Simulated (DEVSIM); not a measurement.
System: Au/HfO2/SiO2/p-Si capacitor, at 300 K.

```tsv
layer (left to right)	material	thickness (nm)	Na (cm⁻³)
1	HfO2	27.0	-
2	SiO2	1.20	-
3	Si	1200	2.3e17
```

Metal gate on the left, work function 5.1 eV. Fixed charge at the semiconductor interface 0 cm⁻² (in units of +e); interface traps 2e12 cm⁻² eV⁻¹, uniform in energy, neutral level at 0.3 of the gap above the valence band.

The device is made up for the run: typed textbook-type constants, with dimensions and the other settings drawn at random. Values at 300 K.

```csv
parameter,HfO2,SiO2,Si
gap (eV),5.7,9,1.124
affinity (eV),2.5,0.9,4.05
permittivity,22,3.9,11.7
Nc (cm⁻³),-,-,2.86e19
Nv (cm⁻³),-,-,3.1e19
```

Model (solved in DEVSIM): 1D Poisson equation in equilibrium, Boltzmann statistics, complete ionisation; no quantum confinement or tunnelling. Metal contacts follow the ideal Schottky-Mott rule: no Fermi-level pinning, no interface dipoles.

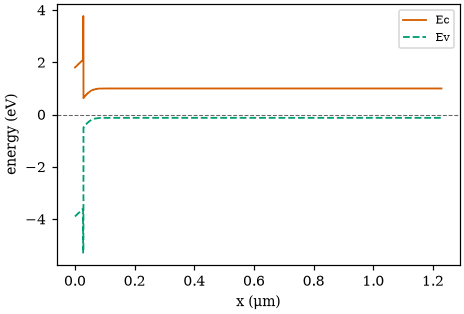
*Band edges at 0.8 V on the gate*

Energies count from the Fermi level of the right contact; mesh points crowd at the junctions.

```csv
x (μm),Ec (eV),Ev (eV),n (cm⁻³),p (cm⁻³),field (V/cm)
0.000,1.800,-3.900,< 1e2,< 1e2,110000
0.001486,1.816,-3.884,< 1e2,< 1e2,110000
0.004706,1.852,-3.848,< 1e2,< 1e2,110000
0.01168,1.929,-3.771,< 1e2,< 1e2,110000
0.02206,2.044,-3.656,< 1e2,< 1e2,110000
0.02541,2.081,-3.619,< 1e2,< 1e2,110000
0.02695,2.098,-3.602,< 1e2,< 1e2,110000
0.02783,3.751,-5.249,< 1e2,< 1e2,620000
0.02890,0.634,-0.490,6.3e8,1.8e11,150000
0.03124,0.669,-0.455,1.6e8,7.2e11,150000
0.03683,0.746,-0.378,8400000,1.4e13,130000
0.05696,0.929,-0.195,7100,1.6e16,56000
0.09675,0.996,-0.128,520,2.2e17,1200
0.1895,0.997,-0.127,510,2.3e17,≈ 0
0.5232,0.997,-0.127,510,2.3e17,≈ 0
0.9133,0.997,-0.127,510,2.3e17,≈ 0
1.094,0.997,-0.127,510,2.3e17,≈ 0
1.171,0.997,-0.127,510,2.3e17,≈ 0
1.210,0.997,-0.127,510,2.3e17,≈ 0
1.221,0.997,-0.127,510,2.3e17,≈ 0
1.226,0.997,-0.127,510,2.3e17,≈ 0
1.228,0.997,-0.127,510,2.3e17,≈ 0
```
